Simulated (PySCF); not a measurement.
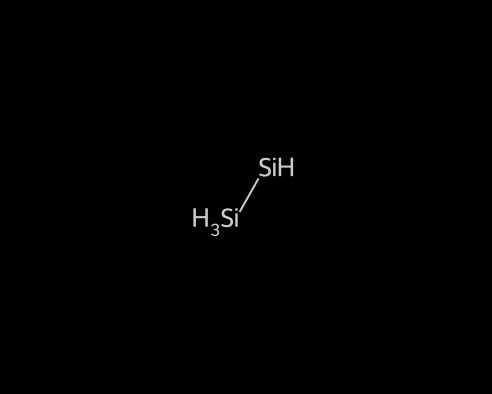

Charge 0, triplet. Computed geometry: PBE0-D3(BJ)/def2-SVP optimisation. No frequency run is at hand to confirm it as a minimum. Program: PySCF 2.14.0.

Tabulate g (isotropic) at these levels: UHF; UKS B3LYP; UKS BHandHLYP; UKS CAM-B3LYP; UKS PBE; UKS PBE0.

```csv
level,g (isotropic)
UHF,2.00281
UKS B3LYP,2.00314
UKS BHandHLYP,2.00309
UKS CAM-B3LYP,2.00319
UKS PBE,2.00318
UKS PBE0,2.00313
```

The spin state was imposed, and no run here compares it with a lower spin, which may lie lower.
